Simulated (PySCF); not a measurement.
# C₂H₉B₂F₃Si₂: what the fields show

```xyz
18

B    -2.6345    1.6028   -0.6312
Si   -1.2640    0.2149   -0.7563
B     0.6003    0.8615   -0.6987
C     1.5568    0.5773    0.4682
Si    2.6096   -0.9739   -0.0132
C    -1.5410   -0.9623    0.8078
F    -0.6919   -2.0158    0.8682
F    -2.7825   -1.4935    0.8618
F    -1.3754   -0.3000    1.9798
H    -3.0858    2.0874   -1.5946
H    -2.9729    2.0466    0.3966
H    -1.4874   -0.8172   -1.8005
H     0.9998    1.4909   -1.6084
H     1.0876    0.3303    1.4190
H     2.2938    1.3600    0.6507
H     3.4979   -1.2229    1.1250
H     1.7645   -2.1293   -0.2913
H     3.4164   -0.6506   -1.1945
```

Geometry: GFN2-xTB.

These are results of PySCF, PBE0/pcSseg-1, SCF density, gas phase, non-relativistic, not measurements.

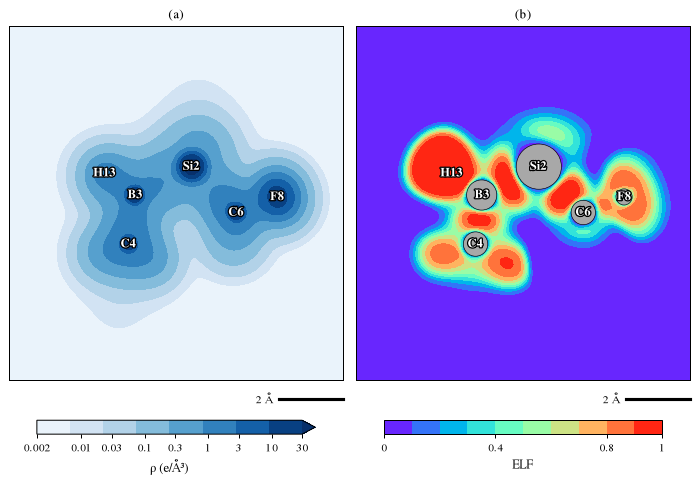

Figure 1. (a) electron density; (b) electron localisation function on the plane of atoms B3, Si2 and C6. Grey discs cover the atomic cores in the ELF map.

**Interpret the plot.**

Atoms in the plane: Si, B, C, F and H.
C–F (1.35 Å): ρ is about 2.3 e/Å³ halfway, with its minimum of 1.8 e/Å³ about 0.5 Å from C; the ELF peaks at about 0.85 between the atoms (a polar covalent bond).
C–B (1.54 Å): ρ at the midpoint is about 1.5 e/Å³; the ELF peaks at about 0.95 between the atoms, as expected for a covalent bond.
Si–B (1.97 Å): the density is about 0.81 e/Å³ at the midpoint; the ELF peaks at about 1 between the atoms: localised, covalent bonding.
C–Si (1.98 Å): ρ is about 0.86 e/Å³ halfway; the ELF peaks at about 1 between the atoms; a shared electron pair.
B–H (1.18 Å): ρ is about 1.3 e/Å³ halfway; the ELF climbs to about 1 towards the hydrogen, as it does in any bond to H; an ordinary covalent bond to hydrogen.
The ELF also peaks beside F8, away from the bonds: lone-pair regions.

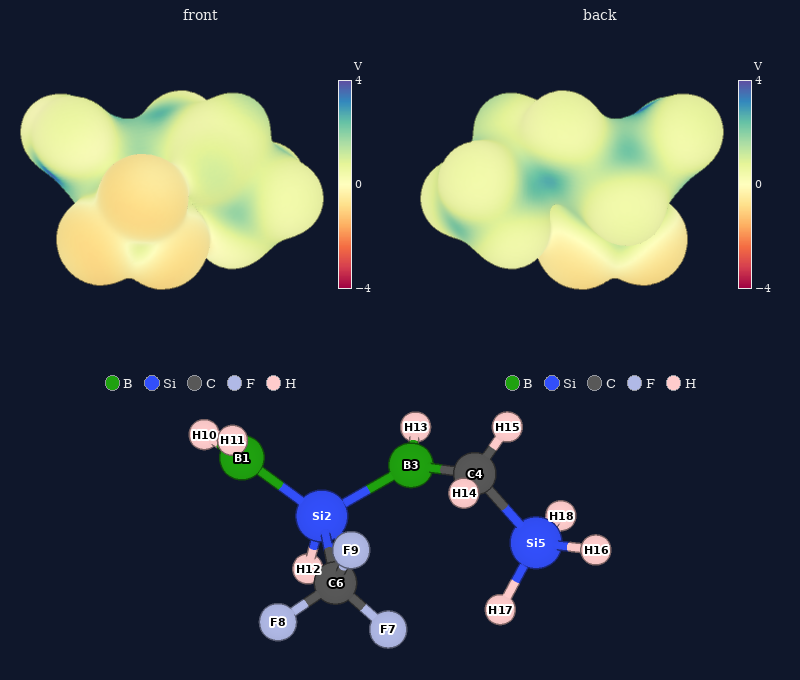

Figure 2. The molecular electrostatic potential painted on the density surface at 0.004 e/bohr³, seen from the front and from behind; red is negative and blue positive. The bare structure is drawn below in the same view.

**Describe the electrostatic potential map.**

The most negative region (about −0.9 V) lies over F7, F8 and F9, the most positive (about +3.3 V) over B1.

**What dipole moment does the calculation give?**

Its dipole moment is 2.65 D.
